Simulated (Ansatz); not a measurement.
# Cu+ with CHN: superposition error and deformation, part 2 of 2

Ansatz 0.2.0, Gaussian basis.

### Step 11. B3LYP-D4/def2-TZVPPD

File free-b/in.yaml:

```yaml
crystal:
  periodic: [false, false, false]
  atoms:
    - {symbol: C, position_ang: [0.563943, -0.510858, 0.143225]}
    - {symbol: N, position_ang: [-0.270466, 0.245032, -0.068676]}
    - {symbol: H, position_ang: [1.342392, -1.216079, 0.340903]}
basis:
  gaussian: {orbitals: "def2-TZVPPD.json"}
hamiltonian: {xc: {name: B3LYP}, dispersion: d4}
```

On the command line:

```
ansatz run in.yaml --threads 2 --pin off --events-out ev --progress --plain --max-ram 5222MiB
```

Log:

```text
Functional definition: B3LYP
  name "B3LYP"
  cite "Stephens, Devlin, Chabalowski & Frisch, J. Phys. Chem. 98, 11623 (1994) doi:10.1021/j100096a001"
  cite "Becke, Phys. Rev. A 38, 3098 (1988) doi:10.1103/PhysRevA.38.3098"
  cite "Lee, Yang & Parr, Phys. Rev. B 37, 785 (1988) doi:10.1103/PhysRevB.37.785"
  cite "Vosko, Wilk & Nusair, Can. J. Phys. 58, 1200 (1980) doi:10.1139/p80-159"
  parameter a0 = 0.2
  parameter ax = 0.72
  parameter ac = 0.81
  exchange = (1 - a0 - ax)*slater_x + ax*b88_x + a0*exact_x
  correlation = (1 - ac)*vwn_rpa_c + ac*lyp_c
412 factors; their error is unknown
mean field evaluation 1: about -2539.4352 eV, gradient 4.4e1 eV
mean field evaluation 2: about -2531.2487 eV, gradient 7.2e1 eV
mean field evaluation 4: about -2543.2974 eV, gradient 2.2e0 eV
mean field evaluation 8: about -2543.3107 eV, gradient 2.5e-2 eV
mean field -2543.31071407 eV, -93.4649448242 hartree, gradient 2.6e-5 eV, S^2 0.000000; 0 other end points of the search recorded, 0 dependent functions left out
reference -2543.31089217 eV, -93.4649513692 hartree; 7, 7 occupied and 84, 84 virtual orbitals, 412 factors
Total energy: -2543.34091357 eV, -93.4660546353 hartree
```

It took 0.85 s on 2 threads of Arm Neoverse N1, shared host.

### Step 12. wB97X-V/def2-TZVPPD

free-b/in.yaml, as its differences from that of step 11:

```diff
@@ -8,2 +8,2 @@
   gaussian: {orbitals: "def2-TZVPPD.json"}
-hamiltonian: {xc: {name: B3LYP}, dispersion: d4}
+hamiltonian: {xc: {name: wB97X-V}}
```

On the command line:

```
ansatz run in.yaml --threads 2 --pin off --events-out ev --progress --plain --max-ram 5222MiB
```

Log, cut to the lines that bear on the results:

```text
[... 5 set-up lines as earlier in the session ...]
[...]
      + integral(e_c_pw_opposite_spin*poly(b97_u_opposite, cos0, cos1)) + vv10(b, c)
412 factors; their error is unknown
112 factors; integrals over basis functions are off by at most 4.4e-5 eV
[...]
mean field -2542.36424973 eV, -93.4301629010 hartree, gradient 5.6e-5 eV, S^2 0.000000; 0 other end points of the search recorded, 0 dependent functions left out
reference -2542.36424839 eV, -93.4301628518 hartree; 7, 7 occupied and 84, 84 virtual orbitals, 412 factors
Total energy: -2542.36424839 eV, -93.4301628518 hartree
```

It took 2.1 s on 2 threads of Arm Neoverse N1, shared host.

### Step 13. wB97M-V/def2-TZVPPD

free-b/in.yaml, as its differences from that of step 12:

```diff
@@ -8,2 +8,2 @@
   gaussian: {orbitals: "def2-TZVPPD.json"}
-hamiltonian: {xc: {name: wB97X-V}}
+hamiltonian: {xc: {name: wB97M-V}}
```

On the command line:

```
ansatz run in.yaml --threads 2 --pin off --events-out ev --progress --plain --max-ram 5222MiB
```

Log, cut to the lines that bear on the results:

```text
[... 5 set-up lines as earlier in the session ...]
  # Of w^i u^j: cxij and so on, Table III.
[...]
  gx(w, u) = 1 - cx + cx01*u + cx10*w
  gss(w, u) = css00 + css04*u^4 + css10*w + css20*w^2 + css43*w^4*u^3
  gos(w, u) = cos00 + cos10*w + (cos20 + cos21*u)*w^2 + (cos60 + cos61*u)*w^6
[...]
      + integral(e_c_pw_mod_opposite_spin*gos(b97_w_opposite, b97_u_opposite)) + vv10(b, c)
412 factors; their error is unknown
112 factors; integrals over basis functions are off by at most 4.4e-5 eV
[...]
mean field -2542.44421259 eV, -93.4331014821 hartree, gradient 5.9e-5 eV, S^2 0.000000; 0 other end points of the search recorded, 0 dependent functions left out
reference -2542.44424626 eV, -93.4331027196 hartree; 7, 7 occupied and 84, 84 virtual orbitals, 412 factors
Total energy: -2542.44424626 eV, -93.4331027196 hartree
```

It took 2.3 s on 2 threads of Arm Neoverse N1, shared host.

### Step 14. B2PLYP/def2-TZVPPD

free-b/in.yaml, as its differences from that of step 13:

```diff
@@ -8,2 +8,2 @@
   gaussian: {orbitals: "def2-TZVPPD.json"}
-hamiltonian: {xc: {name: wB97M-V}}
+hamiltonian: {xc: {name: B2PLYP}}
```

On the command line:

```
ansatz run in.yaml --threads 2 --pin off --events-out ev --progress --plain --max-ram 5222MiB
```

Log, cut to the lines that bear on the results:

```text
[... 5 set-up lines as earlier in the session ...]
[...]
554 factors; integrals over basis functions are off by at most 8.1e-4 eV
[...]
mean field -2538.22709597 eV, -93.2781253049 hartree, gradient 4.2e-6 eV, S^2 0.000000; 0 other end points of the search recorded, 0 dependent functions left out
2 core orbitals not correlated: weight in the atoms' cores, before any rotation towards them, 1.000 or more for the frozen orbitals, at most 0.000 for the correlated occupied ones
reference -2538.22720681 eV, -93.2781293783 hartree; 5, 5 occupied and 84, 84 virtual orbitals, 554 factors
second order -11.64652781 eV of doubles, -0.00000000 eV of singles
Total energy: -2541.37176932 eV, -93.3936899190 hartree
```

Wall time 1.2 s (2 threads of Arm Neoverse N1, shared host).

### Step 15. BLYP-D4/def2-TZVPPD

free-b/in.yaml, as its differences from that of step 14:

```diff
@@ -8,2 +8,2 @@
   gaussian: {orbitals: "def2-TZVPPD.json"}
-hamiltonian: {xc: {name: B2PLYP}}
+hamiltonian: {xc: {name: BLYP}, dispersion: d4}
```

On the command line:

```
ansatz run in.yaml --threads 2 --pin off --events-out ev --progress --plain --max-ram 5222MiB
```

Log, cut to the lines that bear on the results:

```text
Functional definition: BLYP
  name "BLYP"
[... 2 set-up lines as earlier in the session ...]
  parameter beta = 0.0042
  parameter a = 0.04918
  parameter b = 0.132
  parameter c = 0.2533
  parameter d = 0.349
  exchange = b88_x(beta = beta)
  correlation = lyp_c(a = a, b = b, c = c, d = d)
412 factors; their error is unknown
mean field evaluation 1: about -2537.5660 eV, gradient 5.0e1 eV
mean field evaluation 2: about -2518.4362 eV, gradient 9.8e1 eV
mean field evaluation 4: about -2542.6899 eV, gradient 4.7e0 eV
mean field evaluation 8: about -2542.7364 eV, gradient 5.1e-2 eV
mean field -2542.73641760 eV, -93.4438398181 hartree, gradient 1.7e-5 eV, S^2 0.000000; 0 other end points of the search recorded, 0 dependent functions left out
reference -2542.73665183 eV, -93.4438484259 hartree; 7, 7 occupied and 84, 84 virtual orbitals, 412 factors
Total energy: -2542.78058129 eV, -93.4454628037 hartree
```

It took 0.75 s on 2 threads of Arm Neoverse N1, shared host.

### Step 16. revPBE-D4/def2-TZVPPD

free-b/in.yaml, as its differences from that of step 15:

```diff
@@ -8,2 +8,2 @@
   gaussian: {orbitals: "def2-TZVPPD.json"}
-hamiltonian: {xc: {name: BLYP}, dispersion: d4}
+hamiltonian: {xc: {name: revPBE}, dispersion: d4}
```

On the command line:

```
ansatz run in.yaml --threads 2 --pin off --events-out ev --progress --plain --max-ram 5222MiB
```

Log, cut to the lines that bear on the results:

```text
Functional definition: revPBE
  name "revPBE"
  cite "Zhang & Yang, Phys. Rev. Lett. 80, 890 (1998) doi:10.1103/PhysRevLett.80.890"
[... 1 set-up line as earlier in the session ...]
  parameter kappa = 1.245
[... 3 set-up lines as earlier in the session ...]
412 factors; their error is unknown
mean field evaluation 1: about -2538.0943 eV, gradient 4.6e1 eV
mean field evaluation 2: about -2522.5580 eV, gradient 9.0e1 eV
mean field evaluation 4: about -2542.5867 eV, gradient 3.8e0 eV
mean field evaluation 8: about -2542.6157 eV, gradient 4.4e-2 eV
mean field -2542.61570874 eV, -93.4394038494 hartree, gradient 9.0e-5 eV, S^2 0.000000; 0 other end points of the search recorded, 0 dependent functions left out
reference -2542.61574352 eV, -93.4394051274 hartree; 7, 7 occupied and 84, 84 virtual orbitals, 412 factors
Total energy: -2542.69035573 eV, -93.4421470756 hartree
```

It took 0.6 s on 2 threads of Arm Neoverse N1, shared host.

### Step 17. B97M-V/def2-TZVPPD

free-b/in.yaml, as its differences from that of step 16:

```diff
@@ -8,2 +8,2 @@
   gaussian: {orbitals: "def2-TZVPPD.json"}
-hamiltonian: {xc: {name: revPBE}, dispersion: d4}
+hamiltonian: {xc: {name: B97M-V}}
```

On the command line:

```
ansatz run in.yaml --threads 2 --pin off --events-out ev --progress --plain --max-ram 5222MiB
```

Log, cut to the lines that bear on the results:

```text
[... 5 set-up lines as earlier in the session ...]
  # Of w^i u^j: cxij and so on, Table III.
[...]
  gx(w, u) = cx00 + cx01*u + cx02*u^2 + (cx10 + cx11*u)*w
  gss(w, u) = css00 + css02*u^2 + css10*w + (css32*w^3 + css42*w^4)*u^2
  gos(w, u) = cos00 + cos01*u + cos03*u^3 + cos10*w + cos32*w^3*u^2
[...]
      + integral(e_c_pw_mod_opposite_spin*gos(b97_w_opposite, b97_u_opposite)) + vv10(b, c)
412 factors; their error is unknown
[...]
mean field -2542.94219165 eV, -93.4514018751 hartree, gradient 1.0e-5 eV, S^2 0.000000; 0 other end points of the search recorded, 0 dependent functions left out
reference -2542.94223168 eV, -93.4514033460 hartree; 7, 7 occupied and 84, 84 virtual orbitals, 412 factors
Total energy: -2542.94223168 eV, -93.4514033460 hartree
```

Wall time 2.3 s (2 threads of Arm Neoverse N1, shared host).

### Step 18. HSE06-D4/def2-TZVPPD

free-b/in.yaml, as its differences from that of step 17:

```diff
@@ -8,2 +8,2 @@
   gaussian: {orbitals: "def2-TZVPPD.json"}
-hamiltonian: {xc: {name: B97M-V}}
+hamiltonian: {xc: hse06, dispersion: d4}
```

On the command line:

```
ansatz run in.yaml --threads 2 --pin off --events-out ev --progress --plain --max-ram 5222MiB
```

Log, cut to the lines that bear on the results:

```text
Functional definition: HSE06
  name "HSE06"
  cite "Heyd, Scuseria & Ernzerhof, J. Chem. Phys. 118, 8207 (2003) doi:10.1063/1.1564060"
  cite "Krukau, Vydrov, Izmaylov & Scuseria, J. Chem. Phys. 125, 224106 (2006) doi:10.1063/1.2404663"
  cite "Heyd & Scuseria, J. Chem. Phys. 120, 7274 (2004) doi:10.1063/1.1668634"
  cite "Ernzerhof & Perdew, J. Chem. Phys. 109, 3313 (1998) doi:10.1063/1.476928"
[... 2 set-up lines as earlier in the session ...]
[...]
  # The whole range is PBE's own exchange, as in plane waves. The composition of these papers is wPBEh.
[...]
412 factors; their error is unknown
38 factors; integrals over basis functions are off by at most 8.6e-5 eV
[...]
mean field -2539.94108114 eV, -93.3411130981 hartree, gradient 8.8e-5 eV, S^2 0.000000; 0 other end points of the search recorded, 0 dependent functions left out
reference -2539.94110948 eV, -93.3411141395 hartree; 7, 7 occupied and 84, 84 virtual orbitals, 412 factors
Total energy: -2539.95480686 eV, -93.3416175089 hartree
```

Wall time 0.81 s (2 threads of Arm Neoverse N1, shared host).

### Step 19. CCSD(T)/def2-TZVPPD

free-b/in.yaml, as its differences from that of step 18:

```diff
@@ -8,2 +8,2 @@
   gaussian: {orbitals: "def2-TZVPPD.json"}
-hamiltonian: {xc: hse06, dispersion: d4}
+correlation: {method: ccsd_t}
```

On the command line:

```
ansatz run in.yaml --threads 2 --pin off --events-out ev --progress --plain --max-ram 5222MiB
```

Log, cut to the lines that bear on the results:

```text
[... 4 set-up lines as earlier in the session ...]
[...]
554 factors; integrals over basis functions are off by at most 8.1e-4 eV
[...]
mean field -2528.28262840 eV, -92.9126728622 hartree, gradient 1.9e-6 eV, S^2 0.000000; 0 other end points of the search recorded, 0 dependent functions left out
2 core orbitals not correlated: weight in the atoms' cores, before any rotation towards them, 1.000 or more for the frozen orbitals, at most 0.000 for the correlated occupied ones
reference -2528.28262840 eV, -92.9126728622 hartree; 5, 5 occupied and 84, 84 virtual orbitals, 554 factors
second order -9.35435791 eV of doubles, -0.00000000 eV of singles
cycle   1  -9.09273349 eV  change    2.6e-1 eV  update   8.0e-2
[...]
cycle   9  -9.47959475 eV  change   -6.5e-6 eV  update   5.3e-6
perturbative correction -0.48132397 eV, -0.0176883298 hartree
Total energy: -2538.24354712 eV, -93.2787298736 hartree
```

Wall time 1.6 s (2 threads of Arm Neoverse N1, shared host).

### Step 20. The split

```csv
method,interaction with counterpoise (kcal/mol),without,superposition error,deformation,binding energy
PBE-D4,-57.91,-58.42,0.51,0.26,-57.65
revPBE-D4,-54.03,-54.52,0.49,0.31,-53.71
BLYP-D4,-56.85,-57.40,0.55,0.26,-56.59
r2SCAN-D4,-57.82,-58.23,0.41,0.15,-57.67
B97M-V,-55.87,-56.23,0.36,0.13,-55.74
PBE0-D4,-51.64,-52.10,0.46,0.08,-51.56
B3LYP-D4,-52.52,-53.02,0.50,0.10,-52.41
HSE06-D4,-51.51,-51.96,0.45,0.09,-51.42
wB97X-V,-49.77,-50.22,0.45,0.08,-49.69
wB97M-V,-48.97,-49.38,0.42,0.07,-48.90
B2PLYP,-50.06,-50.92,0.86,0.25,-49.81
Hartree-Fock,-33.25,-33.64,0.39,-0.28,-33.53
MP2,-47.55,-49.15,1.60,0.44,-47.11
CCSD,-42.89,-44.33,1.44,0.22,-42.67
CCSD(T),-44.73,-46.45,1.73,0.33,-44.40
```

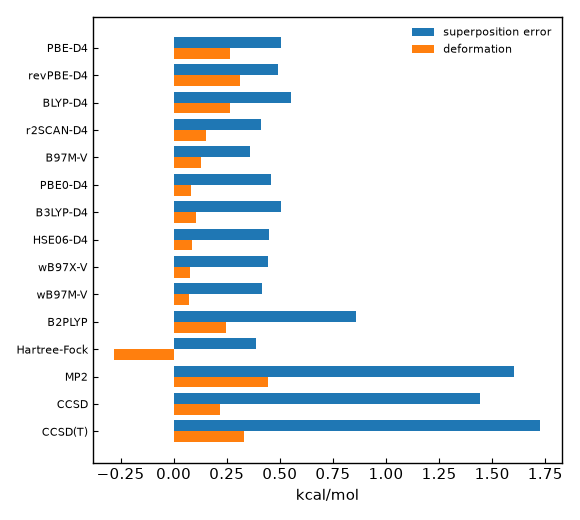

Superposition error and deformation energy by method.

### Step 21. Outcome

The summary covers parts 1 to 2.

```
            quantity            value
interaction, CCSD(T)  -44.73 kcal/mol
 superposition error    1.73 kcal/mol
         deformation    0.33 kcal/mol
      binding energy  -44.40 kcal/mol
```

In words: In this basis the superposition error is 1.73 kcal/mol for CCSD(T) and 0.46 kcal/mol on average for the plain functionals: correlated methods borrow far more, since they need many more functions to converge. Deformation takes back 1 % of the interaction. The free shapes are PBE0-D4 minima, so other methods can show a small negative deformation energy.
